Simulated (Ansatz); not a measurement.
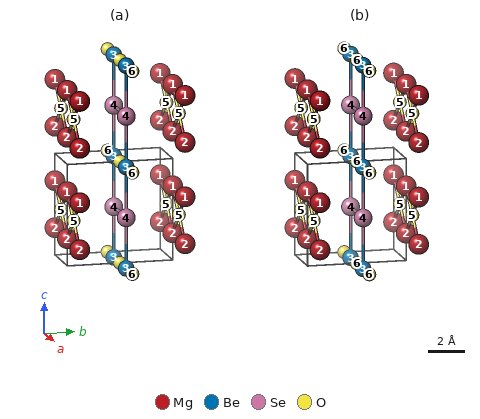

The structure of solid Mg₂BeSeO₂ (a generated structure, set up in Pmmm) before (left) and after (right) a relaxation, at one scale.

Style: ball-and-stick. Shown: the cell of the calculation, repeated 2 × 1 × 2 with one cell outlined, slightly off an axis.

Theory: Ansatz 0.2.0, DFT PBE, scalar-relativistic, plane waves, PAW. Settings: plane-wave cutoff 420 eV; k-point mesh 14 × 6 × 6; occupations gaussian; smearing width 0.1 eV; no spin polarisation; cell and atoms relaxed; force threshold 0.01 eV/Å; at most 80 steps.

Describe what moved and what it gained.

Answer. The run was cut off at its time limit before the program reported convergence, but its last step already meets the force threshold: the largest component is 0.00068 eV/Å against 0.01 eV/Å. The pressure is within 0.01 GPa of its target. After 4 accepted moves (5 points after the start) the energy has fallen by 4.0 meV per atom. The largest force component goes from 0.0027 to 0.00068 eV/Å. The pressure goes from 0.09 to 0.01 GPa. The line search rejected the trial step at point 4 of the run. No atom moves by more than 0.005 Å relative to the cell. Cell: a 2.869 → 2.899 Å (+1.1 %), b 6.142 → 5.754 Å (−6.3 %), c 5.883 → 5.907 Å (+0.4 %). Volume −4.9 %. Among the contacts that change: Se4–Se4 2.869 → 2.899 Å, Mg1–O5 1.978 → 1.995 Å, Mg1–Mg2 2.723 → 2.740 Å, Be3–O6 1.434 → 1.450 Å. The space group stays Pmmm (No. 47). Cost: 2.8 min on 1 thread of AMD EPYC 7R43 64-Core Processor (Zen 3) (shared host), peak memory 0.63 GiB.
